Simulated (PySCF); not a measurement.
```yaml
atoms:
  - { symbol: C, position_ang: [2.1489, 0.6069, 1.3156] }
  - { symbol: C, position_ang: [1.8788, 0.7746, -0.1706] }
  - { symbol: O, position_ang: [0.6958, 0.0946, -0.5067] }
  - { symbol: Si, position_ang: [-0.1307, 0.0417, -1.8865] }
  - { symbol: C, position_ang: [-1.6306, -1.0495, -1.4650] }
  - { symbol: F, position_ang: [-1.9545, -1.8481, -2.5056] }
  - { symbol: C, position_ang: [-2.4118, -1.1334, -0.3841] }
  - { symbol: C, position_ang: [-2.2168, -0.3129, 0.8004] }
  - { symbol: O, position_ang: [-2.8829, -0.3880, 1.8032] }
  - { symbol: H, position_ang: [2.2211, -0.4493, 1.5608] }
  - { symbol: H, position_ang: [3.0800, 1.0994, 1.5811] }
  - { symbol: H, position_ang: [1.3387, 1.0408, 1.8956] }
  - { symbol: H, position_ang: [1.7730, 1.8348, -0.4265] }
  - { symbol: H, position_ang: [2.7066, 0.3649, -0.7601] }
  - { symbol: H, position_ang: [-0.5994, 1.3619, -2.3201] }
  - { symbol: H, position_ang: [0.6062, -0.6146, -2.9659] }
  - { symbol: H, position_ang: [-3.2387, -1.8335, -0.3572] }
  - { symbol: H, position_ang: [-1.3926, 0.4160, 0.7134] }
```

Geometry: GFN2-xTB.

Theory: PBE0/pcSseg-1, SCF density, gas phase, non-relativistic (PySCF 2.14.0).

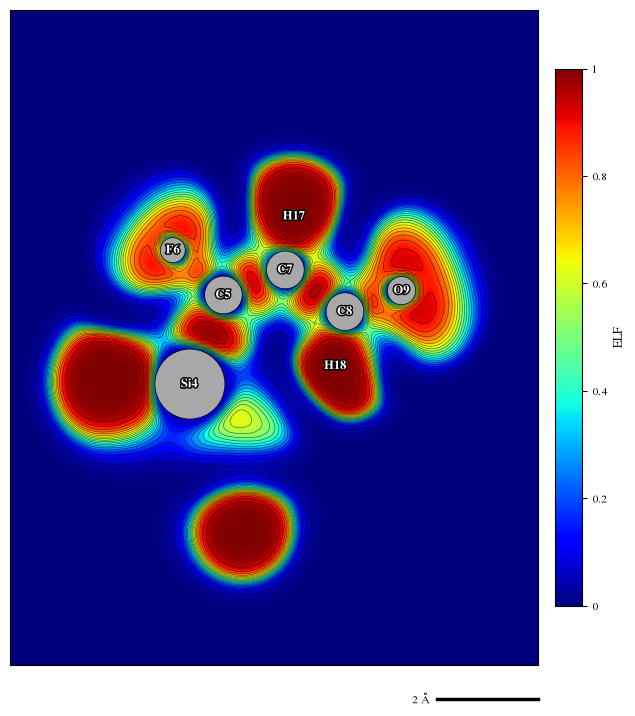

C₅H₉FO₂Si. Electron localisation function on the plane of atoms Si4, C5 and C7. Grey discs cover the atomic cores.

### What does the map show?

- Atoms in the plane: Si, C, F, O and H.
- C–O (1.21 Å): the ELF peaks at about 0.85 between the atoms (a multiple bond).
- C–C (1.34 Å): the ELF peaks at about 0.95 between the atoms: a short, multiple covalent bond.
- C–F (1.35 Å): the ELF peaks at about 0.85 between the atoms; a shared but strongly polarised pair.
- C–Si (1.90 Å): the ELF peaks at about 1 between the atoms; a shared electron pair.
- C–H (1.08 Å): the ELF climbs to about 1 towards the hydrogen, as it does in any bond to H (a covalent bond by its length).
- The ELF also peaks beside O9 and F6, away from the bonds: lone-pair regions.
